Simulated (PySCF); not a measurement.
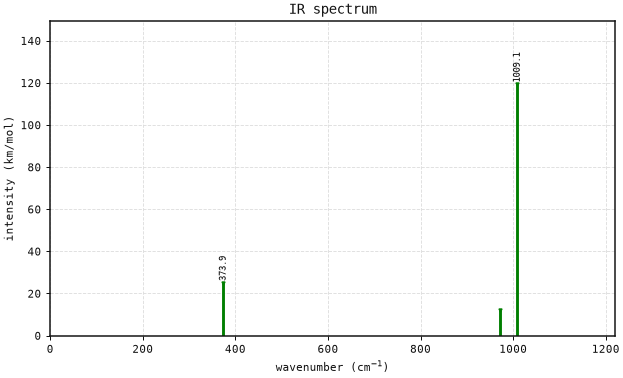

Unscaled harmonic wavenumbers and double-harmonic intensities, B3LYP/def2-TZVP, PySCF 2.14.0, isolated molecule. Structures are the lowest points that the searches found. Degenerate modes count as one line, with their intensities summed.

Which molecule gives this infrared spectrum?
A. SeO₂, singlet
B. SeH₂, singlet
C. GeF₄, singlet
D. GeCl₄, singlet

Option A. It has its most intense lines at 1009.1, 373.9 and 971.7 cm⁻¹.

Note: no scalar relativity.
